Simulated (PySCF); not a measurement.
## Spin–spin coupling calculation, with input and output: C6H10

The run: spin–spin coupling calculation of C6H10. Method and program: wB97X-D/6-31G* indirect spin-spin coupling, non-relativistic, gas phase (PySCF 2.14.0).

Some settings of this run were made unusual or wrong on purpose. The geometry comes from this level: GFN2-xTB. Figures and captions count atoms from 1; the log counts them from 0 in places.

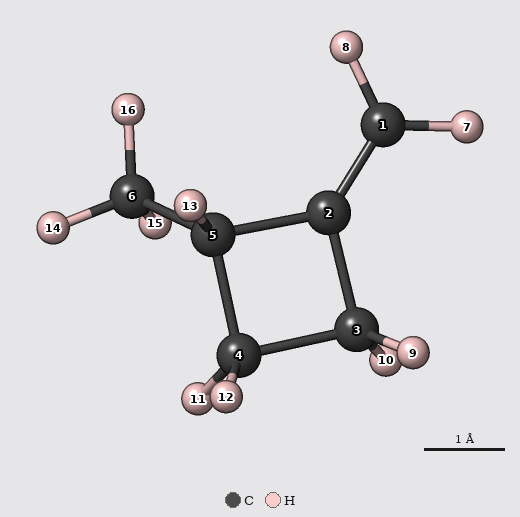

Figure 1. The structure (ball-and-stick view, seen at a tilt; atoms are numbered from 1 in the order of the input).

### Input
```
{"job": {"kind": "j", "xc": "wB97X-D", "basis": "6-31G*", "scf": {"level_shift": 2.0, "max_cycle": 78}}, "charge": 0, "multiplicity": 1}
C     -1.491860     1.459647     0.350040
C     -0.810078     0.411835    -0.061356
C     -1.169807    -1.023499    -0.334143
C      0.308221    -1.299157    -0.666914
C      0.641951     0.187264    -0.411555
C      1.632787     0.464984     0.709091
H     -2.545895     1.401249     0.565679
H     -1.025764     2.421272     0.486289
H     -1.858769    -1.157979    -1.167879
H     -1.561286    -1.565597     0.526335
H      0.800191    -1.980661     0.024043
H      0.487646    -1.638005    -1.684973
H      0.951250     0.723227    -1.312954
H      2.624477     0.108169     0.436670
H      1.319343    -0.036789     1.622308
H      1.689994     1.532985     0.907908
```

The first line tells a small driver script what to run in PySCF; the rest is the geometry in Å.

Launched with:
```bash
OMP_NUM_THREADS=1 python <driver script> task.json out
```

### Output
```
final grid: 120968 points
cycle   1  E = -234.3424762142  dE =  1.130e+00  |g| = 7.829e-01  |ddm| = 3.433e+00
cycle   2  E = -234.4674492010  dE = -1.250e-01  |g| = 3.784e-01  |ddm| = 3.281e-01
cycle   3  E = -234.4989088660  dE = -3.146e-02  |g| = 2.420e-01  |ddm| = 2.011e-01
cycle   4  E = -234.5136006204  dE = -1.469e-02  |g| = 1.509e-01  |ddm| = 1.589e-01
cycle   5  E = -234.5196506099  dE = -6.050e-03  |g| = 9.992e-02  |ddm| = 1.200e-01
cycle   6  E = -234.5223485242  dE = -2.698e-03  |g| = 6.944e-02  |ddm| = 8.931e-02
cycle   7  E = -234.5236970377  dE = -1.349e-03  |g| = 4.904e-02  |ddm| = 6.826e-02
cycle   8  E = -234.5243821682  dE = -6.851e-04  |g| = 3.500e-02  |ddm| = 5.078e-02
cycle   9  E = -234.5247354617  dE = -3.533e-04  |g| = 2.535e-02  |ddm| = 3.822e-02
cycle  10  E = -234.5249208287  dE = -1.854e-04  |g| = 1.861e-02  |ddm| = 2.821e-02
cycle  11  E = -234.5250213803  dE = -1.006e-04  |g| = 1.378e-02  |ddm| = 2.113e-02
cycle  12  E = -234.5250766856  dE = -5.531e-05  |g| = 1.031e-02  |ddm| = 1.579e-02
cycle  13  E = -234.5251075510  dE = -3.087e-05  |g| = 7.777e-03  |ddm| = 1.178e-02
cycle  14  E = -234.5251250052  dE = -1.745e-05  |g| = 5.919e-03  |ddm| = 8.783e-03
cycle  15  E = -234.5251350056  dE = -1.000e-05  |g| = 4.570e-03  |ddm| = 6.607e-03
cycle  16  E = -234.5251409018  dE = -5.896e-06  |g| = 3.542e-03  |ddm| = 4.996e-03
cycle  17  E = -234.5251443835  dE = -3.482e-06  |g| = 2.770e-03  |ddm| = 3.750e-03
cycle  18  E = -234.5251464829  dE = -2.099e-06  |g| = 2.176e-03  |ddm| = 2.839e-03
cycle  19  E = -234.5251477658  dE = -1.283e-06  |g| = 1.719e-03  |ddm| = 2.166e-03
cycle  20  E = -234.5251485441  dE = -7.783e-07  |g| = 1.377e-03  |ddm| = 1.643e-03
cycle  21  E = -234.5251490315  dE = -4.874e-07  |g| = 1.107e-03  |ddm| = 1.256e-03
cycle  22  E = -234.5251493394  dE = -3.079e-07  |g| = 8.953e-04  |ddm| = 9.675e-04
cycle  23  E = -234.5251495354  dE = -1.960e-07  |g| = 7.299e-04  |ddm| = 7.415e-04
cycle  24  E = -234.5251496613  dE = -1.259e-07  |g| = 5.966e-04  |ddm| = 5.684e-04
cycle  25  E = -234.5251497425  dE = -8.117e-08  |g| = 4.905e-04  |ddm| = 4.372e-04
cycle  26  E = -234.5251497951  dE = -5.257e-08  |g| = 4.051e-04  |ddm| = 3.363e-04
cycle  27  E = -234.5251498296  dE = -3.453e-08  |g| = 3.348e-04  |ddm| = 2.597e-04
cycle  28  E = -234.5251498524  dE = -2.282e-08  |g| = 2.764e-04  |ddm| = 2.016e-04
cycle  29  E = -234.5251498676  dE = -1.517e-08  |g| = 2.272e-04  |ddm| = 1.575e-04
cycle  30  E = -234.5251498777  dE = -1.009e-08  |g| = 1.860e-04  |ddm| = 1.233e-04
cycle  31  E = -234.5251498844  dE = -6.734e-09  |g| = 1.524e-04  |ddm| = 9.722e-05
cycle  32  E = -234.5251498889  dE = -4.528e-09  |g| = 1.244e-04  |ddm| = 7.774e-05
cycle  33  E = -234.5251498920  dE = -3.015e-09  |g| = 1.025e-04  |ddm| = 6.168e-05
cycle  34  E = -234.5251498940  dE = -2.039e-09  |g| = 8.483e-05  |ddm| = 4.920e-05
cycle  35  E = -234.5251498954  dE = -1.386e-09  |g| = 7.039e-05  |ddm| = 3.971e-05
cycle  36  E = -234.5251498963  dE = -9.515e-10  |g| = 5.847e-05  |ddm| = 3.240e-05
cycle  37  E = -234.5251498970  dE = -6.533e-10  |g| = 4.874e-05  |ddm| = 2.639e-05
cycle  38  E = -234.5251498974  dE = -4.476e-10  |g| = 4.067e-05  |ddm| = 2.160e-05
cycle  39  E = -234.5251498977  dE = -3.060e-10  |g| = 3.386e-05  |ddm| = 1.747e-05
cycle  40  E = -234.5251498979  dE = -2.074e-10  |g| = 2.808e-05  |ddm| = 1.378e-05
level shift removed, Fock matrix diagonalised once more
converged SCF energy = -234.5251498979

Indirect spin-spin couplings (Hz)
  i      j    bonds     total        FC       PSO       DSO        SD
  0 C    1 C    1     85.210    93.341    -8.325     0.194         -
  0 C    2 C    2     -0.458    -0.103    -0.297    -0.058         -
  0 C    3 C    3      6.065     6.122     0.043    -0.100         -
  0 C    4 C    2     -0.567    -0.253    -0.271    -0.043         -
  0 C    5 C    3      2.989     3.054    -0.045    -0.020         -
  0 C    6 H    1    153.153   152.152     0.292     0.709         -
  0 C    7 H    1    152.323   151.300     0.299     0.724         -
  0 C    8 H    3      5.500     5.705     0.010    -0.215         -
  0 C    9 H    3      5.302     5.509    -0.008    -0.198         -
  0 C   10 H    4      0.547     0.683     0.249    -0.385         -
  0 C   11 H    4      0.593     0.732     0.258    -0.397         -
  0 C   12 H    3      4.844     5.007     0.032    -0.195         -
  0 C   14 H    4     -0.215    -0.211     0.049    -0.053         -
  0 C   15 H    4     -0.226    -0.187    -0.107     0.068         -
  1 C    2 C    1     47.385    47.260    -0.130     0.255         -
  1 C    3 C    2     -7.883    -7.800    -0.151     0.067         -
  1 C    4 C    1     49.597    49.452    -0.138     0.284         -
  1 C    5 C    2     -3.812    -3.715    -0.122     0.024         -
  1 C    6 H    2     -4.113    -2.263    -1.453    -0.398         -
  1 C    7 H    2     -3.924    -2.056    -1.482    -0.385         -
  1 C    8 H    2     -7.699    -7.815     0.195    -0.080         -
  1 C    9 H    2     -7.410    -7.505     0.180    -0.086         -
  1 C   10 H    3      2.676     2.922     0.036    -0.282         -
  1 C   11 H    3      3.862     4.123     0.055    -0.315         -
  1 C   12 H    2     -6.940    -7.105     0.185    -0.020         -
  1 C   13 H    3      8.402     8.549     0.227    -0.373         -
  1 C   14 H    3      1.957     1.819    -0.029     0.167         -
  1 C   15 H    3      2.522     2.607    -0.115     0.030         -
  2 C    3 C    1     41.328    40.197     0.920     0.212         -
  2 C    4 C    2     -2.578    -2.485    -0.137     0.043         -
  2 C    5 C    3      2.085     2.087     0.051    -0.053         -
  2 C    6 H    3      6.590     6.673    -0.037    -0.046         -
  2 C    7 H    3      9.537     9.834     0.170    -0.467         -
  2 C    8 H    1    142.675   141.104     0.652     0.920         -
  2 C    9 H    1    141.559   139.994     0.641     0.924         -
  2 C   10 H    2     -2.732    -2.882     0.318    -0.168         -
  2 C   11 H    2     -2.732    -2.867     0.325    -0.189         -
  2 C   12 H    3      3.080     3.229     0.185    -0.334         -
  2 C   13 H    4     -0.355    -0.267     0.238    -0.325         -
  2 C   14 H    4     -0.343    -0.354     0.028    -0.016         -
  2 C   15 H    4     -0.423    -0.323     0.233    -0.333         -
  3 C    4 C    1     43.918    42.854     0.825     0.240         -
  3 C    5 C    2     -1.000    -0.915    -0.086     0.001         -
  3 C    6 H    4     -0.588    -0.481     0.239    -0.346         -
  3 C    7 H    4     -0.499    -0.386     0.240    -0.353         -
  3 C    8 H    2     -3.077    -3.233     0.347    -0.191         -
  3 C    9 H    2     -2.859    -3.002     0.336    -0.192         -
  3 C   10 H    1    142.138   140.624     0.575     0.939         -
  3 C   11 H    1    140.706   139.207     0.595     0.904         -
  3 C   12 H    2     -2.650    -2.813     0.293    -0.131         -
  3 C   13 H    3      2.813     2.829    -0.002    -0.014         -
  3 C   14 H    3      2.018     1.985    -0.025     0.057         -
  3 C   15 H    3      9.757     9.913     0.261    -0.417         -
  4 C    5 C    1     45.858    45.847    -0.207     0.219         -
  4 C    6 H    3      9.112     9.385     0.162    -0.435         -
  4 C    7 H    3      6.264     6.331    -0.066    -0.001         -
  4 C    8 H    3      3.196     3.364     0.153    -0.321         -
  4 C    9 H    3      4.184     4.382     0.150    -0.348         -
  4 C   10 H    2     -2.701    -2.927     0.319    -0.093         -
  4 C   11 H    2     -2.386    -2.526     0.257    -0.117         -
  4 C   12 H    1    142.763   141.150     0.464     1.148         -
  4 C   13 H    2     -3.283    -3.289     0.074    -0.068         -
  4 C   14 H    2     -2.663    -2.628     0.015    -0.050         -
  4 C   15 H    2     -3.297    -3.325     0.087    -0.060         -
  5 C    6 H    4     -1.885    -1.759     0.168    -0.293         -
  5 C    7 H    4     -1.452    -1.486    -0.020     0.054         -
  5 C    8 H    4     -2.154    -2.023     0.269    -0.400         -
  5 C    9 H    4     -0.831    -0.760     0.097    -0.168         -
  5 C   10 H    3      6.317     6.217    -0.028     0.128         -
  5 C   11 H    3      2.888     3.010     0.206    -0.329         -
  5 C   12 H    2     -3.555    -3.544     0.132    -0.143         -
  5 C   13 H    1    129.975   128.323     0.948     0.705         -
  5 C   14 H    1    133.391   131.784     0.858     0.749         -
  5 C   15 H    1    130.939   129.299     0.924     0.715         -
  6 H    7 H    2     -3.939    -2.650     2.058    -3.347         -
  6 H    8 H    4     -3.133    -2.963    -0.085    -0.085         -
  6 H    9 H    4     -2.947    -2.814    -0.153     0.021         -
  6 H   10 H    5     -0.352     0.152     0.765    -1.269         -
  6 H   11 H    5     -0.411     0.104     0.795    -1.310         -
  6 H   12 H    4     -3.817    -3.107     0.859    -1.569         -
  6 H   13 H    5     -0.512     0.070     0.849    -1.430         -
  6 H   14 H    5     -0.169     0.193     0.403    -0.765         -
  6 H   15 H    5     -0.328     0.115     0.513    -0.956         -
  7 H    8 H    4     -4.141    -3.397     0.858    -1.602         -
  7 H    9 H    4     -4.013    -3.264     0.856    -1.605         -
  7 H   10 H    5     -0.400     0.126     0.802    -1.328         -
  7 H   11 H    5     -0.380     0.141     0.803    -1.324         -
  7 H   12 H    4     -2.806    -2.672    -0.123    -0.011         -
  7 H   13 H    5     -0.462    -0.069     0.571    -0.964         -
  7 H   15 H    5      0.677     0.205    -0.894     1.366         -
  8 H    9 H    2    -18.370   -17.493     1.334    -2.212         -
  8 H   10 H    3      4.870     5.813     1.300    -2.243         -
  8 H   11 H    3      9.652     9.735    -0.184     0.100         -
  8 H   12 H    4     -1.003    -0.586     0.486    -0.903         -
  8 H   13 H    5     -0.669    -0.154     0.925    -1.440         -
  8 H   14 H    5     -0.236     0.267     0.873    -1.376         -
  8 H   15 H    5     -0.406     0.129     0.920    -1.455         -
  9 H   10 H    3      9.586     9.651    -0.232     0.167         -
  9 H   11 H    3      4.162     5.091     1.261    -2.190         -
  9 H   12 H    4     -4.784    -3.904     1.405    -2.285         -
  9 H   13 H    5     -0.372     0.059     0.665    -1.097         -
  9 H   14 H    5      0.151     0.046    -0.306     0.411         -
  9 H   15 H    5     -0.340     0.111     0.663    -1.114         -
 10 H   11 H    2    -13.467   -12.505     1.268    -2.230         -
 10 H   12 H    3      4.103     5.004     1.313    -2.213         -
 10 H   14 H    4      0.196    -0.209    -0.902     1.308         -
 10 H   15 H    4     -0.528     0.082     0.928    -1.537         -
 11 H   12 H    3      8.615     8.619    -0.293     0.288         -
 11 H   13 H    4     -0.537    -0.249     0.260    -0.547         -
 11 H   14 H    4     -0.806    -0.194     0.919    -1.531         -
 11 H   15 H    4     -0.237     0.392     1.033    -1.662         -
 12 H   13 H    3      2.914     3.202     0.089    -0.378         -
 12 H   14 H    3     10.667    11.779     1.625    -2.738         -
 12 H   15 H    3      3.309     3.542     0.025    -0.258         -
 13 H   14 H    2    -13.598   -12.478     1.331    -2.452         -
 13 H   15 H    2    -14.009   -12.898     1.427    -2.538         -
 14 H   15 H    2    -14.333   -13.241     1.287    -2.378         -
```

### Outcome

| quantity | value |
| --- | --- |
| outcome | converged |
| total energy | −234.525150 hartree |
| HOMO | −8.61 eV |
| LUMO | 2.62 eV |
| dipole moment | 0.48 D |
| hardware | 1 CPU thread, shared host |
| wall time | 21 s |
| peak memory | 0.57 GiB |

### What went wrong

Some settings of this run were drawn to be unusual or wrong. It converged; results that depend on the unusual settings are not reference values.
